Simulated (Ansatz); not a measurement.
Base system: MgO in the rock salt structure (space group Fm-3m, No. 225; a = 4.2141 Å).

The change: every lattice vector is stretched by 1.00 %, atoms relaxed at fixed cell.

All numbers come from PBEsol in Ansatz (plane waves to 420 eV, PAW, no spin-orbit coupling).

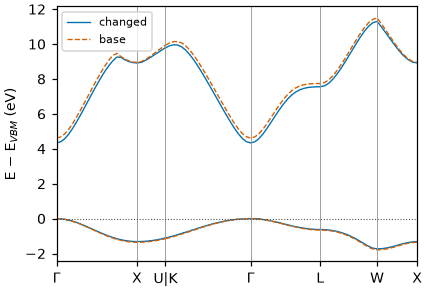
Fig. 1. Highest valence and lowest conduction band along the path, each from its own valence-band maximum

The gap is 4.34 eV, direct at Γ; the base has 4.62 eV.

The cells carry an imposed strain or load. Stability against distortions was not tested.

Ansatz is a first-principles code.
